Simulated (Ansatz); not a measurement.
**Geometry relaxation of WH$_{2}$Cl$_{2}$OF$_{3}$ (part 2 of 2)**

Continued. System: WH$_{2}$Cl$_{2}$OF$_{3}$, multiplicity 2. Method: UKS PBE/def2-SVP (Ansatz 0.2.0). The input holds or restrains some coordinates. It belongs to a series of runs on one base structure; here: pulled along the bonds that form and break, towards end A.

Geometry of the input (Å):
```
W  0.0000  0.0000  0.0000
Cl 0.0000  0.0000  2.6400
F  1.8500  0.0000  0.0000
H  0.0000  1.7200  0.0000
O  -1.9400  0.0000  0.0000
H  -2.2771  -0.1263  0.9437
F  0.0000  -1.8500  0.0000
F  0.0000  0.0000  -1.8500
Cl 0.0000  0.0000  4.9800
```

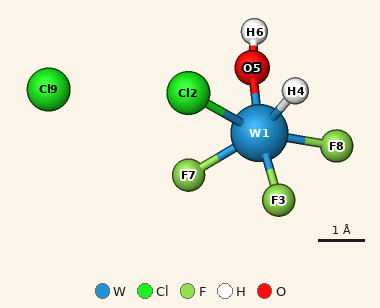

The geometry at step 15 of the log (ball-and-stick view, seen at a tilt; atoms are numbered from 1 in the order of the input).

Trajectory as extended XYZ, continued
```
9
Properties=species:S:1:pos:R:3:forces:R:3 step=6 energy=-37070.17984
W    -0.0492   -0.1425   -0.0912    0.2880  -0.8267   0.8784
Cl   -0.0008    0.1835    2.2593    0.1346  -0.0769  -0.1985
F     1.8175   -0.0020   -0.1597    0.1231   0.1205  -0.1120
H     0.2014    1.5589    0.1029   -0.1024  -0.1511  -0.0407
O    -1.8901   -0.0572    0.1082   -0.5945   0.1678   0.3258
H    -2.6154    0.1044    0.7615    0.4670  -0.1220  -0.4954
F     0.3997   -2.0178    0.1426   -0.3212   0.8446  -0.0048
F    -0.2082    0.1863   -1.9046    0.0072   0.0632  -0.2076
Cl   -0.0220   -0.0700    5.4948   -0.0018  -0.0193  -0.1452
9
Properties=species:S:1:pos:R:3:forces:R:3 step=7 energy=-37070.27706
W    -0.0412   -0.1567   -0.0595    0.0527   0.2440   0.2662
Cl    0.1360    0.2569    2.2754   -0.0016  -0.0684  -0.1734
F     1.8173    0.0330   -0.2731   -0.1734  -0.0731  -0.1077
H     0.1723    1.5501    0.1159   -0.0822  -0.1428   0.0629
O    -1.8844   -0.0491    0.1155    0.3578  -0.1080  -0.0948
H    -2.6952    0.1332    0.6151   -0.1671   0.0655   0.0591
F     0.3818   -1.9669    0.3352   -0.0311   0.0968   0.1437
F    -0.2248    0.1350   -1.8896    0.0477   0.0055   0.0284
Cl   -0.0288   -0.1918    5.4790   -0.0028  -0.0194  -0.1845
9
Properties=species:S:1:pos:R:3:forces:R:3 step=8 energy=-37070.31658
W    -0.0291   -0.1532   -0.0561    0.4718  -0.0625   0.1977
Cl    0.2030    0.2970    2.2732    0.0464   0.0727   0.0266
F     1.8159    0.0209   -0.4086   -0.4353  -0.0211   0.0930
H     0.1396    1.5402    0.1701   -0.0045  -0.0933   0.0051
O    -1.8626   -0.0530    0.1244   -0.7190   0.1152   0.3422
H    -2.7438    0.1602    0.5263    0.7876  -0.1789  -0.3958
F     0.3881   -1.9113    0.5221   -0.1097   0.1516  -0.0332
F    -0.2354    0.1183   -1.8917   -0.0406   0.0304  -0.0182
Cl   -0.0429   -0.2754    5.4541    0.0033  -0.0140  -0.2175
9
Properties=species:S:1:pos:R:3:forces:R:3 step=9 energy=-37070.33318 accepted=F
W    -0.0219   -0.1627   -0.0353    0.4219   0.5460  -0.1625
Cl    0.2993    0.4646    2.2632   -0.0391  -0.2465   0.0456
F     1.8074    0.0134   -0.4634   -0.5085  -0.1404   0.2124
H     0.1262    1.5332    0.1928   -0.0445  -0.1628  -0.1920
O    -1.8554   -0.0622    0.1311   -0.4701   0.0297   0.3891
H    -2.7630    0.1541    0.4541    0.6416  -0.1289  -0.2868
F     0.3533   -1.8812    0.6532   -0.0143   0.1099   0.0923
F    -0.2511    0.0838   -1.8823   -0.0052  -0.0281   0.1799
Cl   -0.0618   -0.3993    5.4004    0.0182   0.0210  -0.2779
9
Properties=species:S:1:pos:R:3:forces:R:3 step=10 energy=-37070.35162
W    -0.0244   -0.1473   -0.0454    0.1854   0.0012   0.0339
Cl    0.2494    0.3781    2.2662   -0.0078   0.0318   0.0736
F     1.8080    0.0127   -0.4088   -0.1734  -0.0239   0.0257
H     0.1261    1.5465    0.1540   -0.0110  -0.0221   0.0029
O    -1.8583   -0.0610    0.1251    0.0229  -0.0300   0.1091
H    -2.7319    0.1487    0.4991    0.0032  -0.0028  -0.0611
F     0.3530   -1.8845    0.5998   -0.0428   0.0240   0.0273
F    -0.2412    0.0984   -1.8868    0.0147   0.0213   0.0347
Cl   -0.0479   -0.3480    5.4104    0.0088   0.0004  -0.2462
9
Properties=species:S:1:pos:R:3:forces:R:3 step=11 energy=-37070.37640
W    -0.0181   -0.1416   -0.0328    0.1307  -0.0269   0.0481
Cl    0.2961    0.4656    2.2541   -0.0174   0.0043   0.1071
F     1.8090   -0.0181   -0.4195   -0.1314  -0.0256   0.0161
H     0.1249    1.5568    0.1166   -0.0153   0.0005   0.0215
O    -1.8496   -0.0821    0.1562    0.0255   0.0470   0.0940
H    -2.7410    0.1311    0.4817   -0.0105  -0.0317  -0.0584
F     0.3299   -1.8576    0.6817   -0.0093   0.0155   0.0231
F    -0.2485    0.1102   -1.8723    0.0112  -0.0028   0.0215
Cl   -0.0697   -0.4206    5.3480    0.0166   0.0198  -0.2731
9
Properties=species:S:1:pos:R:3:forces:R:3 step=12 energy=-37070.40145
W    -0.0108   -0.1384   -0.0140    0.0187   0.0804   0.2136
Cl    0.3557    0.5956    2.2327   -0.0233  -0.1693   0.1818
F     1.8059   -0.0635   -0.4315   -0.0165   0.0105  -0.0123
H     0.1086    1.5667    0.1028    0.0050  -0.0620  -0.0947
O    -1.8381   -0.0907    0.2002   -0.1335   0.0921   0.0866
H    -2.7588    0.1173    0.4483    0.1592  -0.0833  -0.0954
F     0.3176   -1.8246    0.7822   -0.0205   0.0980   0.0376
F    -0.2545    0.1007   -1.8537   -0.0191  -0.0224  -0.0085
Cl   -0.0929   -0.5192    5.2467    0.0300   0.0559  -0.3086
9
Properties=species:S:1:pos:R:3:forces:R:3 step=13 energy=-37070.42035
W    -0.0074   -0.1170    0.0253    0.1673  -0.1445   0.2978
Cl    0.4459    0.7156    2.2284   -0.1232  -0.1304   0.0563
F     1.7968   -0.0852   -0.4482   -0.0582  -0.0465   0.0053
H     0.1168    1.5904    0.0314   -0.0506  -0.0440   0.0223
O    -1.8327   -0.0891    0.2432   -0.7784   0.3105   0.2298
H    -2.7936    0.1024    0.3864    0.8204  -0.2234  -0.1748
F     0.3041   -1.7501    0.9463   -0.0214   0.2257  -0.1594
F    -0.2805    0.0470   -1.8225    0.0011  -0.0427   0.0388
Cl   -0.1164   -0.6704    5.1234    0.0430   0.0955  -0.3161
9
Properties=species:S:1:pos:R:3:forces:R:3 step=14 energy=-37070.46295
W    -0.0024   -0.1045    0.0667    0.0364  -0.0342   0.0624
Cl    0.4627    0.8236    2.2157   -0.0937  -0.2042   0.1483
F     1.7941   -0.0965   -0.4345   -0.0448  -0.0331   0.0323
H     0.1098    1.6045   -0.0185    0.0000  -0.0297   0.0304
O    -1.8256   -0.0559    0.2963   -0.2725   0.1330   0.1160
H    -2.7848    0.1123    0.3929    0.3220  -0.0943  -0.0795
F     0.3130   -1.7130    1.0187    0.0234   0.1478  -0.0088
F    -0.2928   -0.0430   -1.7841   -0.0218  -0.0193   0.0208
Cl   -0.1411   -0.7839    4.9606    0.0510   0.1340  -0.3219
9
Properties=species:S:1:pos:R:3:forces:R:3 step=15 energy=-37070.49001
W     0.0008   -0.0929    0.0944    0.1047   0.0121   0.2414
Cl    0.4752    0.9191    2.2033   -0.0702  -0.1837   0.1841
F     1.7875   -0.1326   -0.4353   -0.0288   0.0098  -0.0490
H     0.1243    1.6100   -0.0518    0.0300  -0.0413  -0.0016
O    -1.8150   -0.0243    0.3476   -0.2142   0.0223   0.0780
H    -2.7797    0.1080    0.3798    0.1209  -0.0424  -0.0352
F     0.3505   -1.6398    1.1259   -0.0374   0.0665  -0.0474
F    -0.3366   -0.1075   -1.7489    0.0365  -0.0152  -0.0542
Cl   -0.1741   -0.8963    4.7985    0.0586   0.1719  -0.3160
9
Properties=species:S:1:pos:R:3:forces:R:3 step=16 energy=-37070.50085
W    -0.0027   -0.0784    0.1378    0.2176   0.1667   0.0456
Cl    0.5162    1.0354    2.1911   -0.1348  -0.3759   0.1277
F     1.7683   -0.1519   -0.4427   -0.0242  -0.0653   0.0172
H     0.1772    1.6105   -0.0821   -0.0475  -0.0196  -0.0193
O    -1.8162   -0.0102    0.4094   -0.2518   0.0526   0.0509
H    -2.7877    0.0691    0.3764    0.1664  -0.0300  -0.0231
F     0.3601   -1.5961    1.2013    0.0371   0.0794   0.0331
F    -0.3621   -0.1502   -1.7044   -0.0306  -0.0145   0.0567
Cl   -0.2201   -0.9845    4.6269    0.0679   0.2065  -0.2888
9
Properties=species:S:1:pos:R:3:forces:R:3 step=17 energy=-37070.52020
W     0.0119   -0.0346    0.1748    0.0730  -0.1030   0.1270
Cl    0.5363    1.1122    2.2025   -0.1000  -0.2878   0.1024
F     1.7436   -0.2299   -0.4999   -0.1365   0.0279   0.0736
H     0.2560    1.6392   -0.0955   -0.0420  -0.0244  -0.0428
O    -1.8027    0.0110    0.4914   -0.2362   0.1109  -0.0060
H    -2.7696   -0.0211    0.3443    0.2991  -0.0302   0.0022
F     0.3993   -1.5069    1.2853    0.0540   0.0105  -0.0250
F    -0.4451   -0.1739   -1.6442    0.0131   0.0662   0.0061
Cl   -0.2969   -1.0524    4.4551    0.0756   0.2298  -0.2376
9
Properties=species:S:1:pos:R:3:forces:R:3 step=18 energy=-37070.52803
W     0.0102   -0.0528    0.1913    0.0753   0.2212  -0.0185
Cl    0.5614    1.1060    2.2016   -0.1423  -0.3016   0.0566
F     1.7381   -0.2235   -0.4939   -0.0657  -0.0363   0.0060
H     0.2305    1.6151   -0.1248    0.0193   0.0197   0.0824
O    -1.8028    0.0213    0.5084   -0.1806  -0.0681   0.0426
H    -2.7627   -0.0250    0.3341    0.1935   0.0177  -0.0007
F     0.4339   -1.5248    1.2898    0.0034  -0.0291   0.0048
F    -0.4523   -0.1337   -1.6318    0.0169  -0.0512   0.0593
Cl   -0.3233   -1.0390    4.4391    0.0801   0.2279  -0.2324
9
Properties=species:S:1:pos:R:3:forces:R:3 step=19 energy=-37070.53248
W     0.0148   -0.0483    0.1842    0.1564   0.2658   0.2802
Cl    0.5764    1.0794    2.2063   -0.1125  -0.2776   0.1362
F     1.7129   -0.2215   -0.5661    0.0312  -0.0504  -0.0434
H     0.2709    1.6243   -0.0803   -0.0356  -0.0600  -0.0276
O    -1.7919    0.0169    0.5670   -0.0261  -0.0852  -0.1203
H    -2.7230   -0.0734    0.2964   -0.0170   0.0206  -0.0049
F     0.4831   -1.5298    1.2499   -0.0141  -0.0238  -0.0246
F    -0.5058   -0.1162   -1.6238   -0.0792  -0.0063   0.0599
Cl   -0.4044   -0.9877    4.4800    0.0969   0.2169  -0.2556
9
Properties=species:S:1:pos:R:3:forces:R:3 step=20 energy=-37070.53423
W     0.0247   -0.0325    0.2055    0.0651   0.0713   0.1971
Cl    0.6112    1.1061    2.2160   -0.1682  -0.3554   0.0792
F     1.6942   -0.2473   -0.6031   -0.0690   0.0202  -0.0349
H     0.2901    1.6338   -0.0701   -0.0027  -0.0089  -0.0620
O    -1.7845    0.0082    0.6012   -0.2986  -0.0529  -0.1384
H    -2.6964   -0.1125    0.2562    0.3427   0.0482   0.1179
F     0.5147   -1.5237    1.2489   -0.0073   0.0382   0.0260
F    -0.5616   -0.1058   -1.5852    0.0327   0.0239   0.0538
Cl   -0.4594   -0.9825    4.4444    0.1054   0.2154  -0.2387
9
Properties=species:S:1:pos:R:3:forces:R:3 step=21 energy=-37070.53864
W     0.0268   -0.0310    0.2072    0.0581   0.0262   0.1597
Cl    0.6063    1.1006    2.2229   -0.1579  -0.2982   0.0473
F     1.6899   -0.2479   -0.6135   -0.0467   0.0018   0.0284
H     0.2904    1.6330   -0.0836    0.0030   0.0112  -0.0023
O    -1.7823    0.0054    0.5979   -0.1764  -0.0151  -0.0579
H    -2.6943   -0.1094    0.2607    0.2069   0.0219   0.0528
F     0.5132   -1.5158    1.2615    0.0142   0.0175  -0.0156
F    -0.5571   -0.1030   -1.5836   -0.0056   0.0194   0.0249
Cl   -0.4601   -0.9882    4.4442    0.1043   0.2154  -0.2372
9
Properties=species:S:1:pos:R:3:forces:R:3 step=22 energy=-37070.53902 accepted=F
W     0.0329   -0.0329    0.2209   -0.3506   0.1501   0.3229
Cl    0.6181    1.1150    2.2255   -0.1866  -0.3313   0.0391
F     1.6667   -0.2685   -0.6470    0.0045  -0.0007  -0.0017
H     0.3126    1.6250   -0.0776    0.0128   0.0103  -0.0194
O    -1.7893   -0.0036    0.6326    0.5071   0.0091   0.0146
H    -2.6667   -0.1308    0.2312   -0.0816  -0.0178  -0.0673
F     0.5556   -1.5056    1.2703    0.0039  -0.0237   0.0023
F    -0.5946   -0.0749   -1.5541   -0.0207  -0.0111  -0.0649
Cl   -0.5023   -0.9800    4.4120    0.1111   0.2150  -0.2256
9
Properties=species:S:1:pos:R:3:forces:R:3 step=23 energy=-37070.54145
W     0.0279   -0.0327    0.2148    0.0339   0.1060   0.2043
Cl    0.6093    1.1082    2.2243   -0.1659  -0.3200   0.0436
F     1.6779   -0.2571   -0.6269   -0.0006  -0.0043  -0.0042
H     0.2984    1.6292   -0.0835    0.0058  -0.0005  -0.0009
O    -1.7813    0.0018    0.6155   -0.0021  -0.0063  -0.0073
H    -2.6766   -0.1176    0.2467    0.0293   0.0019  -0.0006
F     0.5320   -1.5141    1.2639    0.0077   0.0059  -0.0011
F    -0.5754   -0.0896   -1.5698   -0.0151   0.0014  -0.0015
Cl   -0.4794   -0.9844    4.4288    0.1070   0.2159  -0.2323
```

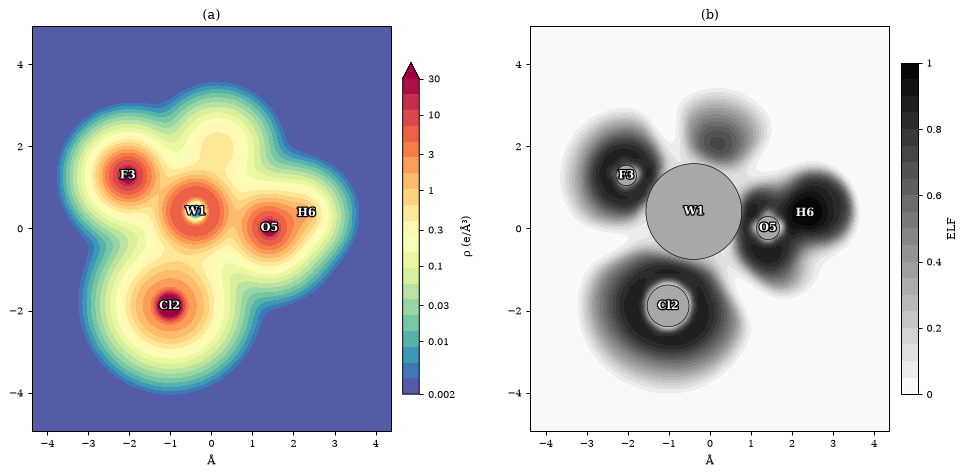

(a) total electron density; (b) ELF on the plane of atoms Cl2, W1 and O5. Grey discs, where drawn, cover atomic cores. The section cuts through W, Cl, F, O and H sites.

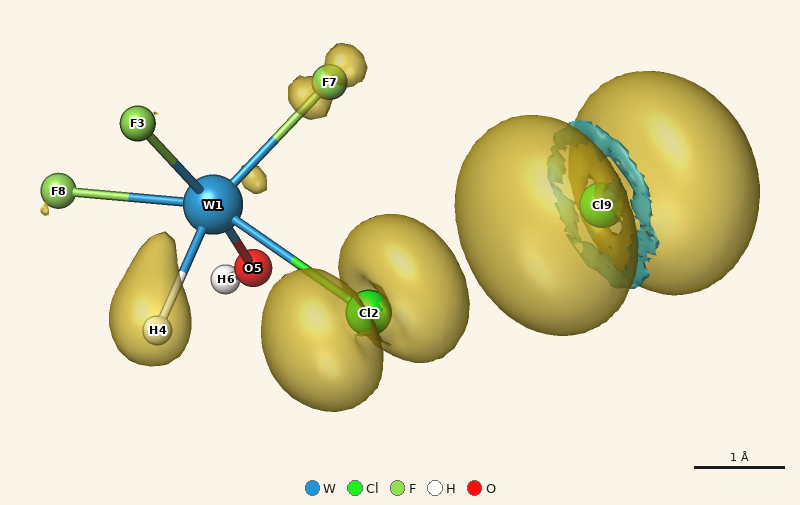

Isosurfaces of the spin density at +0.008 (yellow) and −0.008 e/Å³ (cyan), seen from the side. The unpaired spin (1 electron) lies mostly on Cl9 (about 0.8) and Cl2 (about 0.1), in electrons by Hirshfeld's partition.

Summary

| quantity | value |
| --- | --- |
| outcome | converged under the restraints of the input |
| total energy | −37070.5415 eV |
| mean-field energy | −37070.5415 eV |
| ⟨S²⟩ | 0.751 |
| largest force (length of the vector) at the end, held atoms and coordinates included | 0.363 eV/Å |
| hardware | 4 threads of Arm Neoverse V2, 24 GiB of memory available, shared host |
| wall time | 2.5 min (CPU time 9.7 min) |
| peak memory | 0.39 GiB |
